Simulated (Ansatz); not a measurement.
# SiNH2Cl (SMILES N[Si]Cl): BCCD(T)/STO-3G

What is the vertical singlet–triplet gap of SiNH2Cl at BCCD(T)/STO-3G? 

Program for the calculation: Ansatz 0.2.0.

66 further runs of the same task are left out: 66 set aside as unsound or not needed.

### Step 1. The system as given

SiNH2Cl has 5 atoms, charge 0, and is taken as a singlet. As SMILES, `N[Si]Cl`. The shape is that of a PBE0-D4/def2-TZVP optimisation. This is one conformer, not always the lowest.

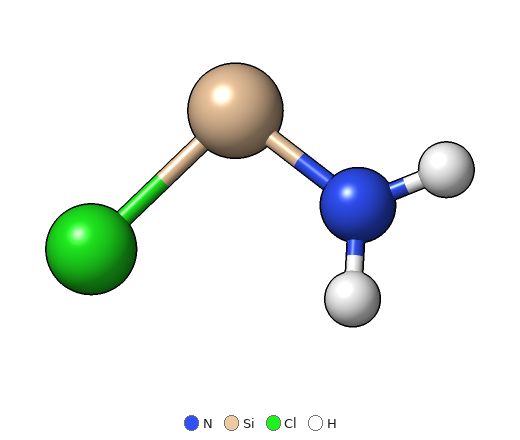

Viewed from a chosen angle; nitrogen blue, silicon light orange, chlorine green, hydrogen white.

### Step 2. The energy at BCCD(T)/STO-3G

Input file job.yaml:

```yaml
crystal:
  periodic: [false, false, false]
  atoms:
    - {symbol: N, position_ang: [-0.148200, 0.583400, -0.233900]}
    - {symbol: Si, position_ang: [-0.116200, -0.341800, 1.192600]}
    - {symbol: Cl, position_ang: [0.649000, -2.124500, 0.377300]}
    - {symbol: H, position_ang: [-0.473300, 1.538600, -0.227400]}
    - {symbol: H, position_ang: [0.138600, 0.270600, -1.150000]}
basis:
  gaussian:
    orbitals: STO-3G
correlation:
  method: bccd_t
  frozen_orbitals: {Cl: 5, H: 0, "N": 1, Si: 5}
accuracy: high
scf:
  omitted_lower_state_checks: [cluster_reference, increment]
```

Launch:

```bash
$ ansatz run job.yaml --threads 1 --pin off --max-ram 2610MiB --events-out events.jsonl --progress --plain --runs-dir runs
```

Log, shortened:

```text
Warning: RAYON_NUM_THREADS=1 ignored (pool sized by the plan → 1); use --threads N
Functional definition: HF
  name "HF"
[...]
457 factors; integrals over basis functions are off by at most 1.2e-8 eV
[...]
mean field -21636.89237449 eV, -795.1411287501 hartree, gradient 2.4e-8 eV, S^2 0.000000; 0 other end points of the search recorded, 0 dependent functions left out
11 core orbitals not correlated: weight in the atoms' cores, before any rotation towards them, 1.000 or more for the frozen orbitals, at most 0.000 for the correlated occupied ones
reference -21636.89237449 eV, -795.1411287501 hartree; 9, 9 occupied and 5, 5 virtual orbitals, 457 factors
second order -2.26873466 eV of doubles, -0.00000000 eV of singles
cycle   1  -2.59599963 eV  change   -3.3e-1 eV  update   8.7e-2
[...]
cycle  19  -2.84183024 eV  change  -4.1e-10 eV  update   1.2e-9
perturbative correction -0.12234933 eV, -0.0044962551 hartree
Total energy: -21639.85655407 eV, -795.2500603404 hartree
Checks for a lower state left out: cluster_reference, increment
```

Run time: 0.3 s. Hardware: 1 thread of Arm Neoverse V1, shared host.

### Step 3. The triplet

Input file molecule.yaml:

```yaml
crystal:
  periodic: [false, false, false]
  atoms:
    - {symbol: N, position_ang: [-0.148200, 0.583400, -0.233900]}
    - {symbol: Si, position_ang: [-0.116200, -0.341800, 1.192600]}
    - {symbol: Cl, position_ang: [0.649000, -2.124500, 0.377300]}
    - {symbol: H, position_ang: [-0.473300, 1.538600, -0.227400]}
    - {symbol: H, position_ang: [0.138600, 0.270600, -1.150000]}
basis:
  gaussian: {orbitals: STO-3G}
magnetization: {spin_polarized: true, initial_magnetization: 2}
correlation: {method: bccd_t, frozen_orbitals: {Cl: 5, H: 0, "N": 1, Si: 5}}
accuracy: high
scf: {omitted_lower_state_checks: [cluster_reference, increment]}
```

Launch:

```bash
$ ansatz run molecule.yaml --threads 1 --pin off --max-ram 2610MiB --events-out events.jsonl --progress --plain --runs-dir runs
```

Log, shortened:

```text
Warning: RAYON_NUM_THREADS=1 ignored (pool sized by the plan → 1); use --threads N
[... 2 set-up lines as earlier in the session ...]
[...]
457 factors; integrals over basis functions are off by at most 1.2e-8 eV
[...]
mean field -21633.77462910 eV, -795.0265537202 hartree, gradient 5.6e-8 eV, S^2 2.001273; 2 other end points of the search recorded, 0 dependent functions left out
11 core orbitals not correlated: weight in the atoms' cores, before any rotation towards them, 1.000 or more for the frozen orbitals, at most 0.000 for the correlated occupied ones
reference -21633.77462910 eV, -795.0265537202 hartree; 10, 8 occupied and 4, 6 virtual orbitals, 457 factors
second order -1.67861722 eV of doubles, -0.00000000 eV of singles
cycle   1  -2.02402934 eV  change   -3.5e-1 eV  update   5.6e-2
[...]
cycle  25  -2.20298249 eV  change  -4.8e-10 eV  update   1.3e-9
perturbative correction -0.04349139 eV, -0.0015982790 hartree
Total energy: -21636.02110298 eV, -795.1091101126 hartree
Checks for a lower state left out: cluster_reference, increment
```

It took 0.62 s on 1 thread of Arm Neoverse V1, shared host.

### Step 4. Summary of results

At BCCD(T)/STO-3G, 11 core orbitals frozen:

| quantity | value |
| --- | --- |
| singlet: total energy | -795.25006 Eh |
| singlet: correlation energy (11 core orbitals frozen) | -108.9 mEh |
| singlet: (T) correction | -4.50 mEh |
| triplet: total energy | -795.10911 Eh |
| triplet: correlation energy (11 core orbitals frozen) | -82.6 mEh |
| triplet: (T) correction | -1.60 mEh |
| triplet: ⟨S²⟩ of the reference determinant | 2.001 |
| vertical energy of the triplet above the singlet | 3.835 eV |

**Reading.** At this shape the triplet lies 3.84 eV (88 kcal/mol) above the singlet. In a minimal basis such a difference can be off by several eV, whatever the method. The triples (singlet) make up 4.1 % of the correlation energy. The triples (triplet) make up 1.9 % of the correlation energy.
